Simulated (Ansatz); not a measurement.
**CH6BNO2 (SMILES COB(N)O): B3LYP/6-31G(d) (Cartesian functions)**

What is the vertical ionisation energy of CH6BNO2 at B3LYP/6-31G* (Cartesian functions)? 

The results are computed with Ansatz 0.2.0.

131 further runs of the same task are left out: 1 that didn't finish, 130 set aside as unsound or not needed.

## (1) The structure to begin with

CH6BNO2: 11 atoms, total charge 0, spin state singlet. As SMILES, `COB(N)O`. The coordinates come from a PBE0-D4/def2-TZVP relaxation. This is one conformer, not always the lowest.

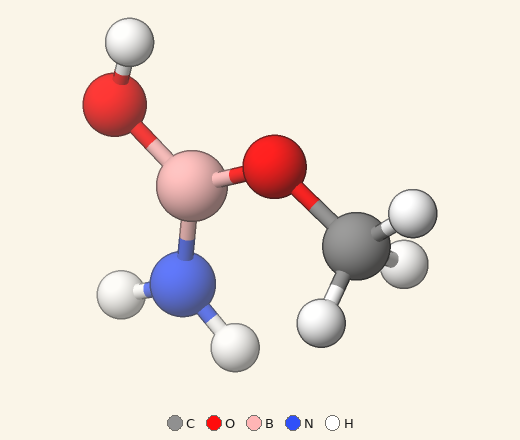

Viewed from a chosen angle; carbon grey, oxygen red, boron pink, nitrogen blue, hydrogen white.

## (2) The energy at B3LYP/6-31G(d) (Cartesian functions)

Input file input.yaml:

```yaml
crystal:
  periodic: [false, false, false]
  atoms:
    - {symbol: C, position_ang: [0.713500, 0.851600, 1.129700]}
    - {symbol: O, position_ang: [-0.446700, 0.102500, 0.878500]}
    - {symbol: B, position_ang: [-0.644000, -0.506700, -0.338400]}
    - {symbol: "N", position_ang: [0.275800, -0.431900, -1.403700]}
    - {symbol: O, position_ang: [-1.801000, -1.223100, -0.514800]}
    - {symbol: H, position_ang: [0.801300, 1.701800, 0.443100]}
    - {symbol: H, position_ang: [0.654400, 1.238600, 2.147600]}
    - {symbol: H, position_ang: [1.616900, 0.236000, 1.047600]}
    - {symbol: H, position_ang: [1.144100, 0.066300, -1.366900]}
    - {symbol: H, position_ang: [0.095200, -0.890900, -2.277500]}
    - {symbol: H, position_ang: [-2.344100, -1.201100, 0.275400]}
basis:
  gaussian:
    orbitals: "6-31G*"
hamiltonian:
  xc: {name: B3LYP}
accuracy: high
output:
  orbitals: {seedname: orbitals}
```

The run is started by

```bash
$ ansatz run input.yaml --threads 1 --pin off --max-ram 3480MiB --events-out events.jsonl --progress --plain --runs-dir runs
```

Log:

```text
Warning: RAYON_NUM_THREADS=1 ignored (pool sized by the plan → 1); use --threads N
Functional definition: B3LYP
  name "B3LYP"
  parameter a0 = 0.2
  parameter ax = 0.72
  parameter ac = 0.81
  exchange = (1 - a0 - ax)*slater_x + ax*b88_x + a0*exact_x
  correlation = (1 - ac)*vwn_rpa_c + ac*lyp_c
2022 factors; integrals over basis functions are off by at most 3.2e-9 eV
mean field evaluation 1: about -7388.3192 eV, gradient 7.5e1 eV
mean field evaluation 2: about -7381.2399 eV, gradient 9.7e1 eV
mean field evaluation 4: about -7398.5032 eV, gradient 2.7e0 eV
mean field evaluation 8: about -7398.6838 eV, gradient 2.2e-1 eV
mean field evaluation 16: about -7398.6839 eV, gradient 3.6e-5 eV
mean field -7398.68390343 eV, -271.8966184429 hartree, gradient 8.7e-8 eV, S^2 0.000000; 0 other end points of the search recorded, 0 dependent functions left out
reference -7398.68393873 eV, -271.8966197404 hartree; 20, 20 occupied and 67, 67 virtual orbitals, 2022 factors
Total energy: -7398.68393873 eV, -271.8966197404 hartree
```

Wall time 8.1 s (1 thread of Arm Neoverse V1, shared host); peak memory 0.29 GiB.

## (3) The doublet cation at the same level

Input file in.yaml:

```yaml
crystal:
  periodic: [false, false, false]
  atoms:
    - {symbol: C, position_ang: [0.713500, 0.851600, 1.129700]}
    - {symbol: O, position_ang: [-0.446700, 0.102500, 0.878500]}
    - {symbol: B, position_ang: [-0.644000, -0.506700, -0.338400]}
    - {symbol: "N", position_ang: [0.275800, -0.431900, -1.403700]}
    - {symbol: O, position_ang: [-1.801000, -1.223100, -0.514800]}
    - {symbol: H, position_ang: [0.801300, 1.701800, 0.443100]}
    - {symbol: H, position_ang: [0.654400, 1.238600, 2.147600]}
    - {symbol: H, position_ang: [1.616900, 0.236000, 1.047600]}
    - {symbol: H, position_ang: [1.144100, 0.066300, -1.366900]}
    - {symbol: H, position_ang: [0.095200, -0.890900, -2.277500]}
    - {symbol: H, position_ang: [-2.344100, -1.201100, 0.275400]}
basis:
  gaussian:
    orbitals: "6-31G*"
total_charge: 1
magnetization:
  spin_polarized: true
  initial_magnetization: 1
hamiltonian:
  xc: {name: B3LYP}
accuracy: high
output: {orbitals: {seedname: orbitals}}
```

The run is started by

```bash
$ ansatz run in.yaml --threads 1 --pin off --max-ram 3480MiB --events-out events.jsonl --progress --plain --runs-dir runs
```

Log (excerpt; [...] marks lines left out):

```text
Warning: RAYON_NUM_THREADS=1 ignored (pool sized by the plan → 1); use --threads N
[... 7 set-up lines as earlier in the session ...]
2022 factors; integrals over basis functions are off by at most 3.2e-9 eV
mean field evaluation 1: about -7374.6517 eV, gradient 6.2e1 eV
mean field evaluation 2: about -7356.6389 eV, gradient 9.0e1 eV
mean field evaluation 4: about -7388.4584 eV, gradient 9.4e0 eV
mean field evaluation 8: about -7388.9373 eV, gradient 7.3e-1 eV
mean field evaluation 16: about -7389.1050 eV, gradient 2.6e-2 eV
mean field evaluation 32: about -7389.1050 eV, gradient 3.1e-8 eV
mean field -7389.10500846 eV, -271.5446005455 hartree, gradient 3.1e-8 eV, S^2 0.759698; 5 other end points of the search recorded, 0 dependent functions left out
reference -7389.10504070 eV, -271.5446017305 hartree; 20, 19 occupied and 67, 68 virtual orbitals, 2022 factors
Total energy: -7389.10504070 eV, -271.5446017305 hartree
```

Run time: 21 s. Hardware: 1 thread of Arm Neoverse V1, shared host; peak memory 0.41 GiB.

## (4) Outcome

At B3LYP/6-31G* (Cartesian functions):

| quantity | value |
| --- | --- |
| singlet CH6BNO2: total energy | -271.89662 Eh |
| singlet CH6BNO2: HOMO energy | -6.79 eV |
| singlet CH6BNO2: LUMO energy | 2.12 eV |
| singlet CH6BNO2: HOMO–LUMO gap | 8.92 eV |
| doublet cation: total energy | -271.54460 Eh |
| doublet cation: HOMO energy (highest over α and β) | -13.47 eV |
| doublet cation: LUMO energy (lowest over α and β) | -12.27 eV |
| doublet cation: ⟨S²⟩ | 0.760 |
| vertical ionisation energy (to the doublet cation) | 9.579 eV |

What this shows: Removing an electron at fixed nuclei costs 9.58 eV (221 kcal/mol). The negative HOMO energy of the first species, 6.79 eV, lies 2.78 eV below that difference.
